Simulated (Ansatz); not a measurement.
## Run report: Zn$_{3}$H$_{6}$O$_{6}$, molecular dynamics

- system: Zn$_{3}$H$_{6}$O$_{6}$
- method: RKS BLYP/6-31G* (Ansatz 0.2.0)

The geometry comes from this level: r2SCAN-D4/def2-SVP.

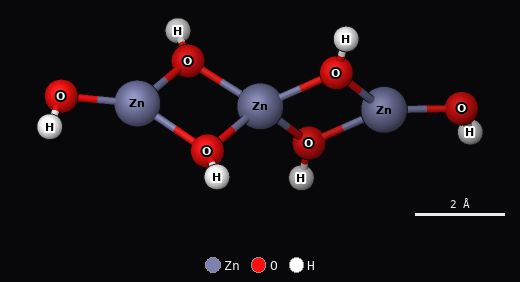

Figure 1. The input geometry (ball-and-stick view, seen at a tilt). Sticks mark near contacts.

The input
```yaml
crystal:
  periodic: [false, false, false]
  atoms:
    - {symbol: Zn, position_ang: [-0.309058, 1.874820, -2.216781]}
    - {symbol: Zn, position_ang: [0.064921, 0.012925, 0.000586]}
    - {symbol: Zn, position_ang: [0.386039, -1.809456, 2.256699]}
    - {symbol: O, position_ang: [1.123345, 0.976865, -1.311056]}
    - {symbol: O, position_ang: [0.130932, -1.903648, 0.351120]}
    - {symbol: O, position_ang: [-0.402511, 3.045280, -3.572468]}
    - {symbol: O, position_ang: [-1.388177, 0.882327, -0.968441]}
    - {symbol: O, position_ang: [0.587078, -2.820438, 3.724357]}
    - {symbol: O, position_ang: [0.340442, 0.080798, 1.924408]}
    - {symbol: H, position_ang: [2.054734, 0.936116, -1.543302]}
    - {symbol: H, position_ang: [-0.211761, -2.631054, -0.175830]}
    - {symbol: H, position_ang: [-1.314238, 3.274587, -3.790745]}
    - {symbol: H, position_ang: [-2.292538, 1.052981, -0.690547]}
    - {symbol: H, position_ang: [0.582631, -3.763205, 3.517836]}
    - {symbol: H, position_ang: [0.648161, 0.791102, 2.494174]}
basis:
  gaussian: {orbitals: "6-31G*"}
hamiltonian: {xc: {name: BLYP}}
md: {timestep: 1 fs, n_steps: 15, ensemble: nvt_langevin, temperature: 300, initial_velocities: maxwell_boltzmann, friction: 0.01, seed: 451}
scf: {omitted_lower_state_checks: [starts]}
```

Hardware: 2 CPU threads, shared host.

Launched with:
```bash
ansatz run in.yaml --threads 2 --pin off --events-out ev --progress --plain --max-ram 32768MiB --backend cuda --devices 0, --max-vram 18GiB
```

Log
```
Functional definition: BLYP
  name "BLYP"
  cite "Becke, Phys. Rev. A 38, 3098 (1988) doi:10.1103/PhysRevA.38.3098"
  cite "Lee, Yang & Parr, Phys. Rev. B 37, 785 (1988) doi:10.1103/PhysRevB.37.785"
  parameter beta = 0.0042
  parameter a = 0.04918
  parameter b = 0.132
  parameter c = 0.2533
  parameter d = 0.349
  exchange = b88_x(beta = beta)
  correlation = lyp_c(a = a, b = b, c = c, d = d)
these checks for a lower state are left out or cut short: starts
2244 factors; their error is unknown
mean field evaluation 1: about -157578.3795 eV, gradient 1.7e2 eV
mean field evaluation 2: about -157290.7616 eV, gradient 3.8e2 eV
mean field evaluation 4: about -157620.6226 eV, gradient 3.8e1 eV
mean field evaluation 8: about -157622.9302 eV, gradient 7.1e-1 eV
mean field evaluation 16: about -157622.8732 eV, gradient 8.2e-4 eV
mean field -157622.87321809 eV, -5792.5337501441 hartree, gradient 1.6e-5 eV, S^2 0.000000; 0 other end points of the search recorded, 0 dependent functions left out
the calculation of the forces begins
reference -157622.87373463 eV, -5792.5337691266 hartree; 72, 72 occupied and 138, 138 virtual orbitals, 2244 factors
md step     0: t =     0.00 fs  T =   280.0 K  F+E_penalty+E_count = -157622.87321809 eV  E_kin = 0.542892 eV  (32 SCF iters)
these checks for a lower state are left out or cut short: starts, cluster_reference, orbital_swaps, neighbouring_geometries, increment
2244 factors; their error is unknown
mean field -157622.83087346 eV, -5792.5321940074 hartree, gradient 4.8e-5 eV, S^2 0.000000; 0 other end points of the search recorded, 0 dependent functions left out
[... from here on the field's lines of each further geometry are left out, up to the last ...]
md step     1: t =     1.00 fs  T =   259.5 K  F+E_penalty+E_count = -157622.83087346 eV  E_kin = 0.503125 eV  (28 SCF iters)
md step     2: t =     2.00 fs  T =   255.8 K  F+E_penalty+E_count = -157622.79383633 eV  E_kin = 0.495875 eV  (28 SCF iters)
md step     3: t =     3.00 fs  T =   276.2 K  F+E_penalty+E_count = -157622.81016608 eV  E_kin = 0.535568 eV  (28 SCF iters)
md step     4: t =     4.00 fs  T =   261.6 K  F+E_penalty+E_count = -157622.81119730 eV  E_kin = 0.507168 eV  (28 SCF iters)
md step     5: t =     5.00 fs  T =   250.1 K  F+E_penalty+E_count = -157622.77278584 eV  E_kin = 0.484905 eV  (28 SCF iters)
md step     6: t =     6.00 fs  T =   217.1 K  F+E_penalty+E_count = -157622.71681375 eV  E_kin = 0.420925 eV  (29 SCF iters)
md step     7: t =     7.00 fs  T =   191.0 K  F+E_penalty+E_count = -157622.67268300 eV  E_kin = 0.370424 eV  (29 SCF iters)
md step     8: t =     8.00 fs  T =   212.7 K  F+E_penalty+E_count = -157622.68015537 eV  E_kin = 0.412315 eV  (28 SCF iters)
md step     9: t =     9.00 fs  T =   209.2 K  F+E_penalty+E_count = -157622.69244429 eV  E_kin = 0.405537 eV  (28 SCF iters)
md step    10: t =    10.00 fs  T =   190.9 K  F+E_penalty+E_count = -157622.65408489 eV  E_kin = 0.370171 eV  (28 SCF iters)
md step    11: t =    11.00 fs  T =   183.3 K  F+E_penalty+E_count = -157622.61063492 eV  E_kin = 0.355343 eV  (29 SCF iters)
md step    12: t =    12.00 fs  T =   182.2 K  F+E_penalty+E_count = -157622.60495812 eV  E_kin = 0.353361 eV  (29 SCF iters)
md step    13: t =    13.00 fs  T =   203.8 K  F+E_penalty+E_count = -157622.61965302 eV  E_kin = 0.395137 eV  (29 SCF iters)
md step    14: t =    14.00 fs  T =   218.7 K  F+E_penalty+E_count = -157622.63466083 eV  E_kin = 0.424027 eV  (29 SCF iters)
the calculation of the forces begins
reference -157622.63215027 eV, -5792.5248910649 hartree; 72, 72 occupied and 138, 138 virtual orbitals, 2244 factors
these checks for a lower state are left out or cut short: starts
2244 factors; their error is unknown
mean field -157622.63163126 eV, -5792.5248719917 hartree, gradient 6.0e-5 eV, S^2 0.000000; 0 other end points of the search recorded, 0 dependent functions left out
the calculation of the forces begins
reference -157622.63215027 eV, -5792.5248910649 hartree; 72, 72 occupied and 138, 138 virtual orbitals, 2244 factors
md step    15: t =    15.00 fs  T =   229.2 K  F+E_penalty+E_count = -157622.63163126 eV  E_kin = 0.444483 eV  (14 SCF iters)
```

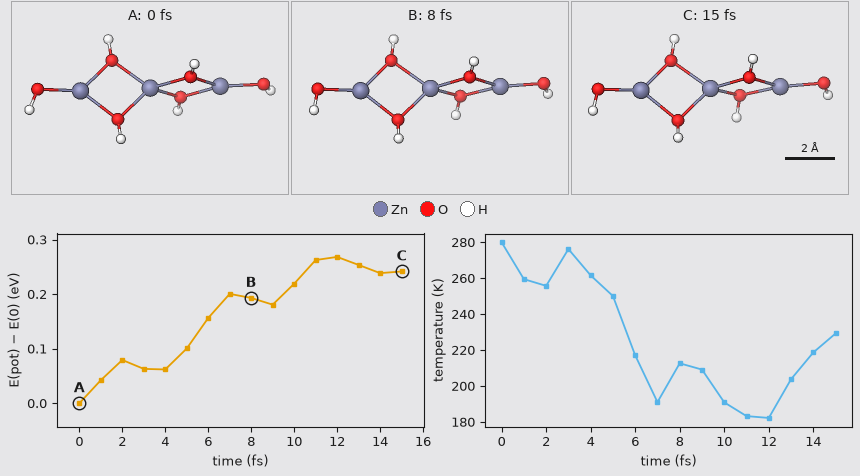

Figure 2. Frames of the molecular dynamics (ball-and-stick, seen at a tilt) above the curves, on which the letters mark them. The trajectory kept here has 16 frames over 15 fs. The temperature starts at 280 K, ranges from 182 to 280 K and averages 204 K over the second half. The potential energy ends 0.242 eV above its first value. After an unweighted best fit of the last frame on the first, the root-mean-square displacement is 0.16 Å, and H11 has moved furthest (0.35 Å).

```
Total energy: -157622.63215027 eV, -5792.5248910649 hartree
Atom 0 at    -0.297020     1.904677    -2.169056 Å, force     0.008730     0.020204    -0.134002 eV/Å
Atom 1 at     0.063752    -0.015906    -0.006199 Å, force     0.049154     0.840036    -0.775313 eV/Å
Atom 2 at     0.378162    -1.807114     2.246728 Å, force     0.148621     0.121202     0.153192 eV/Å
Atom 3 at     1.126090     0.993824    -1.339442 Å, force     0.588991    -0.715452     0.838393 eV/Å
Atom 4 at     0.246434    -1.899753     0.292258 Å, force     0.009930    -0.429743     0.157645 eV/Å
Atom 5 at    -0.419531     3.094946    -3.508559 Å, force     0.720758    -0.173448     0.215224 eV/Å
Atom 6 at    -1.418449     0.831054    -0.992190 Å, force    -0.471646     0.380169    -0.217926 eV/Å
Atom 7 at     0.651982    -2.843507     3.706648 Å, force    -0.561810    -1.449981    -1.028974 eV/Å
Atom 8 at     0.300435     0.086661     1.879391 Å, force     0.349408     0.296761     1.080088 eV/Å
Atom 9 at     2.096017     0.830308    -1.317702 Å, force    -0.447717     0.358536    -0.406128 eV/Å
Atom 10 at    -0.534219    -2.335536    -0.080791 Å, force    -0.287980    -0.562092    -0.220118 eV/Å
Atom 11 at    -1.361387     3.238658    -3.629804 Å, force    -0.950267     0.337507    -0.358240 eV/Å
Atom 12 at    -2.288834     1.214879    -0.720338 Å, force     0.604710    -0.342464     0.068269 eV/Å
Atom 13 at     0.428804    -3.783624     3.365487 Å, force     0.473538     1.365664     0.782159 eV/Å
Atom 14 at     0.866510     0.709274     2.386403 Å, force    -0.234420    -0.046898    -0.154268 eV/Å
Dipole moment:    -0.396373    -0.173156     0.072296 e Å
Checks for a lower state left out: starts
```

Trajectory as extended XYZ (Å, eV, eV/Å), 7 of the 16 frames kept, from step=0 to step=15
```
15
Properties=species:S:1:pos:R:3:forces:R:3 step=0 time_fs=0.0 energy=-157622.87322 temperature=280.0
Zn   -0.3091    1.8748   -2.2168    0.0406   0.0564  -0.0522
Zn    0.0649    0.0129    0.0006   -0.0402  -0.0233  -0.0103
Zn    0.3860   -1.8095    2.2567    0.0067  -0.0016   0.0902
O     1.1233    0.9769   -1.3111   -0.5791   0.1228   0.0962
O     0.1309   -1.9036    0.3511    0.3224   0.3889   0.3458
O    -0.4025    3.0453   -3.5725    0.6215  -0.0993   0.0864
O    -1.3882    0.8823   -0.9684    0.5159  -0.1322  -0.2846
O     0.5871   -2.8204    3.7244    0.0064   0.5980   0.2108
O     0.3404    0.0808    1.9244   -0.2584  -0.4931  -0.2493
H     2.0547    0.9361   -1.5433    0.5830  -0.0576  -0.1553
H    -0.2118   -2.6311   -0.1758   -0.2638  -0.4457  -0.3136
H    -1.3142    3.2746   -3.7907   -0.6464   0.1399  -0.1330
H    -2.2925    1.0530   -0.6905   -0.5440   0.1540   0.2074
H     0.5826   -3.7632    3.5178    0.0012  -0.6528  -0.1738
H     0.6482    0.7911    2.4942    0.2342   0.4457   0.3353
15
Properties=species:S:1:pos:R:3:forces:R:3 step=2 time_fs=2.0 energy=-157622.79384 temperature=255.8
Zn   -0.3095    1.8790   -2.2111    0.0821   0.0112  -0.0381
Zn    0.0631    0.0091    0.0006   -0.0023   0.1085  -0.1268
Zn    0.3851   -1.8110    2.2546    0.0006   0.0957   0.1280
O     1.1222    0.9827   -1.3167   -0.8096  -0.0094   0.3409
O     0.1482   -1.9012    0.3481   -0.1093  -0.4600  -0.3515
O    -0.3981    3.0523   -3.5652   -1.4862   0.3772  -0.2944
O    -1.3901    0.8715   -0.9733   -0.0343   0.0265  -0.2059
O     0.5977   -2.8229    3.7218    0.0898   2.4864   0.5745
O     0.3366    0.0827    1.9165   -0.2026  -0.3875  -0.0166
H     2.0569    0.8975   -1.4975    0.8276  -0.0285  -0.2713
H    -0.2722   -2.6013   -0.2008    0.1531   0.2884   0.3286
H    -1.3747    3.2730   -3.7370    1.3847  -0.2662   0.1794
H    -2.3066    1.0678   -0.7128   -0.0037   0.0255   0.0887
H     0.5565   -3.7240    3.4917   -0.0873  -2.6084  -0.5689
H     0.6829    0.7826    2.4825    0.1974   0.3404   0.2333
15
Properties=species:S:1:pos:R:3:forces:R:3 step=5 time_fs=5.0 energy=-157622.77279 temperature=250.1
Zn   -0.3083    1.8863   -2.2024    0.1348  -0.0269  -0.0441
Zn    0.0616    0.0014    0.0000    0.0439   0.3326  -0.2844
Zn    0.3844   -1.8123    2.2517   -0.0064   0.2223   0.1093
O     1.1189    0.9909   -1.3237    0.8989  -0.4572   0.3966
O     0.1728   -1.8981    0.3410   -0.2377  -0.5871  -0.4870
O    -0.4004    3.0654   -3.5537   -0.8636   0.1085  -0.0026
O    -1.3931    0.8573   -0.9777   -0.9277   0.3363  -0.1077
O     0.6139   -2.8196    3.7208   -0.2242  -1.7197  -0.6086
O     0.3301    0.0864    1.9053    0.2353   0.3306   0.7852
H     2.0938    0.8440   -1.4259   -0.8202   0.2771  -0.1630
H    -0.3522   -2.5318   -0.2017    0.2391   0.2044   0.3889
H    -1.3737    3.2477   -3.6570    0.6282   0.0661  -0.1612
H    -2.3256    1.1000   -0.7323    0.8874  -0.2382  -0.0843
H     0.5092   -3.7915    3.4160    0.2246   1.5148   0.6418
H     0.7328    0.7811    2.4787   -0.2123  -0.3637  -0.3789
15
Properties=species:S:1:pos:R:3:forces:R:3 step=8 time_fs=8.0 energy=-157622.68016 temperature=212.7
Zn   -0.3069    1.8933   -2.1937    0.2417  -0.1508   0.0431
Zn    0.0609   -0.0061   -0.0005    0.0735   0.5703  -0.4670
Zn    0.3835   -1.8111    2.2485    0.0200   0.2843   0.1554
O     1.1251    0.9951   -1.3297   -0.0551  -0.4914   0.6904
O     0.1954   -1.8971    0.3291    0.1755  -0.1606  -0.0139
O    -0.4068    3.0760   -3.5403    1.4463  -0.3544   0.2814
O    -1.4000    0.8471   -0.9805    0.8733  -0.0809  -0.6474
O     0.6284   -2.8214    3.7205   -0.3236  -1.3174  -0.7657
O     0.3240    0.0910    1.8969   -0.3598  -0.7271   0.0763
H     2.0782    0.8119   -1.3640    0.1113   0.2252  -0.3594
H    -0.4068   -2.4593   -0.1781   -0.2397  -0.4327  -0.0955
H    -1.3399    3.2186   -3.5977   -1.8025   0.6026  -0.5069
H    -2.2868    1.1207   -0.7547   -0.8723   0.2134   0.4225
H     0.4717   -3.7654    3.3827    0.2923   1.0884   0.6946
H     0.7550    0.7429    2.4474    0.4193   0.7310   0.4921
15
Properties=species:S:1:pos:R:3:forces:R:3 step=10 time_fs=10.0 energy=-157622.65408 temperature=190.9
Zn   -0.3055    1.8974   -2.1879    0.2100  -0.1811   0.0694
Zn    0.0606   -0.0098   -0.0019    0.0773   0.6966  -0.5691
Zn    0.3824   -1.8101    2.2475    0.0612   0.3067   0.2043
O     1.1272    0.9944   -1.3341   -0.5429  -0.4646   0.7702
O     0.2114   -1.8961    0.3211   -0.2512  -0.5805  -0.2795
O    -0.4066    3.0822   -3.5304   -1.0151   0.0832   0.0468
O    -1.4046    0.8403   -0.9830    1.0693  -0.1555  -0.7266
O     0.6368   -2.8291    3.7172    0.1626   1.6976   0.1172
O     0.3199    0.0912    1.8909   -0.1597  -0.4101   0.4260
H     2.0693    0.8024   -1.3339    0.6098   0.1657  -0.4043
H    -0.4575   -2.4252   -0.1612    0.1363  -0.1589   0.1679
H    -1.3924    3.2226   -3.5950    0.6796   0.1880  -0.3004
H    -2.2779    1.1422   -0.7552   -1.0478   0.2855   0.5011
H     0.4600   -3.6979    3.3892   -0.2263  -1.9392  -0.2775
H     0.7870    0.7340    2.4368    0.2370   0.4667   0.2545
15
Properties=species:S:1:pos:R:3:forces:R:3 step=12 time_fs=12.0 energy=-157622.60496 temperature=182.2
Zn   -0.3030    1.9008   -2.1813    0.1231  -0.1282   0.0160
Zn    0.0611   -0.0131   -0.0038    0.0776   0.7948  -0.6657
Zn    0.3804   -1.8092    2.2471    0.0998   0.2614   0.2136
O     1.1267    0.9946   -1.3381    0.2323  -0.6639   0.8291
O     0.2259   -1.8955    0.3109   -0.8375  -1.0265  -0.5346
O    -0.4089    3.0876   -3.5212   -2.1219   0.3004  -0.1269
O    -1.4081    0.8358   -0.9861   -0.3817   0.3478  -0.3504
O     0.6436   -2.8356    3.7140    0.0325   1.0923  -0.1640
O     0.3124    0.0889    1.8847    0.6265   0.6413   1.3733
H     2.0838    0.7989   -1.3180   -0.1303   0.3278  -0.4230
H    -0.5077   -2.3975   -0.1404    0.6718   0.1584   0.4368
H    -1.4255    3.2345   -3.6077    1.8404  -0.0450  -0.1140
H    -2.2967    1.1825   -0.7442    0.4207  -0.2462   0.1378
H     0.4422   -3.7098    3.3778   -0.1151  -1.2984  -0.0469
H     0.8298    0.7397    2.4366   -0.5384  -0.5159  -0.5811
15
Properties=species:S:1:pos:R:3:forces:R:3 step=15 time_fs=15.0 energy=-157622.63163 temperature=229.2
Zn   -0.2970    1.9047   -2.1691    0.0087   0.0202  -0.1340
Zn    0.0638   -0.0159   -0.0062    0.0492   0.8400  -0.7753
Zn    0.3782   -1.8071    2.2467    0.1486   0.1212   0.1532
O     1.1261    0.9938   -1.3394    0.5890  -0.7155   0.8384
O     0.2464   -1.8998    0.2923    0.0099  -0.4297   0.1576
O    -0.4195    3.0949   -3.5086    0.7208  -0.1734   0.2152
O    -1.4184    0.8311   -0.9922   -0.4716   0.3802  -0.2179
O     0.6520   -2.8435    3.7066   -0.5618  -1.4500  -1.0290
O     0.3004    0.0867    1.8794    0.3494   0.2968   1.0801
H     2.0960    0.8303   -1.3177   -0.4477   0.3585  -0.4061
H    -0.5342   -2.3355   -0.0808   -0.2880  -0.5621  -0.2201
H    -1.3614    3.2387   -3.6298   -0.9503   0.3375  -0.3582
H    -2.2888    1.2149   -0.7203    0.6047  -0.3425   0.0683
H     0.4288   -3.7836    3.3655    0.4735   1.3657   0.7822
H     0.8665    0.7093    2.3864   -0.2344  -0.0469  -0.1543
```

Summary

- outcome: finished
- mean temperature over the second half: 204 K
- trajectory: 15 steps, 15 fs
- ensemble: nvt_langevin
- temperature in the input: 300 K
- time step: 1 fs
- potential energy (last step): −157622.6322 eV
- SCF solution under orbital rotations (last step): stable
- largest force (length of the vector) (last step): 1.865 eV/Å
- dipole moment (last step): 2.11 D
- wall time: 28 s (CPU time 36 s)
- peak memory: 0.88 GiB

So short a trajectory is not equilibrated. The logged temperature at the start can lie below the typed one, since it is counted over all degrees of freedom. The temperature stays far from the 300 K of the thermostat over the second half: the run isn't equilibrated.
